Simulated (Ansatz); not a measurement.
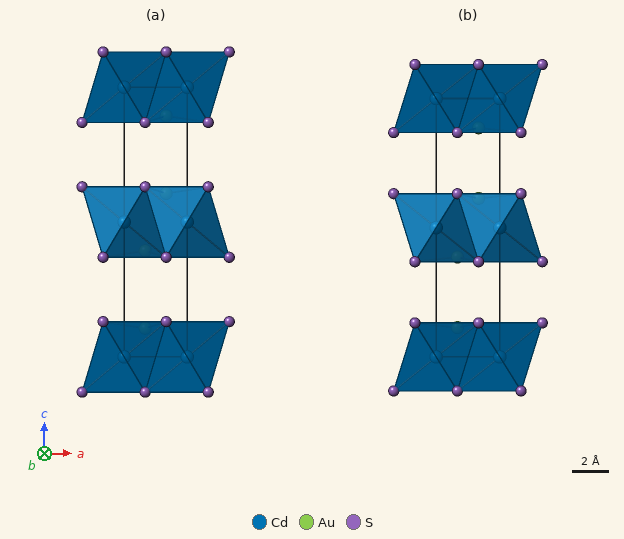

The structure of a crystal of CdAu2S2 (built on the CaGa2P2-194 type type) before (left) and after (right) a relaxation, at one scale.

The picture is a polyhedral view of the cell of the calculation, seen along the b axis.

Computed with DFT, r2SCAN+rVV10, plane waves, PAW (Ansatz). Set-up: plane-wave cutoff 500 eV; k-point mesh 6 × 6 × 2; occupations fermi dirac; smearing width 0.03 eV; no spin polarisation; cell and atoms relaxed; force threshold 0.01 eV/Å; at most 120 steps.

> What changed between the two?

The energy falls by 5.6 meV per atom in 4 accepted moves (6 points after the start). Largest force component: 0.13 eV/Å at the start, 0.00079 eV/Å at the end. The pressure goes from 1.07 to −0.04 GPa. The line search rejected the trial step at point 1 of the run. The SCF was repeated once at an unchanged geometry on a basis and grid sized afresh for the cell, which shifted the energy by 0.1 meV per atom at most. The largest moves relative to the cell, 0.11 Å, are those of Au atoms. Largest moves by element: Au 0.11 Å, S 0.01 Å. Cd stays in place. The drawn cell changes as follows: a = b 4.139 → 4.180 Å (+1.0 %), c 15.332 → 14.688 Å (−4.2 %); the volume changes by −2.3 %. Among the contacts that change: Cd–S 3.118 → 3.092 Å, Au–S 2.419 → 2.428 Å. The space group stays P6_3/mmc (No. 194). The run took 100 s on 4 threads of Arm Neoverse V1 (shared host), peak memory 1.6 GiB.
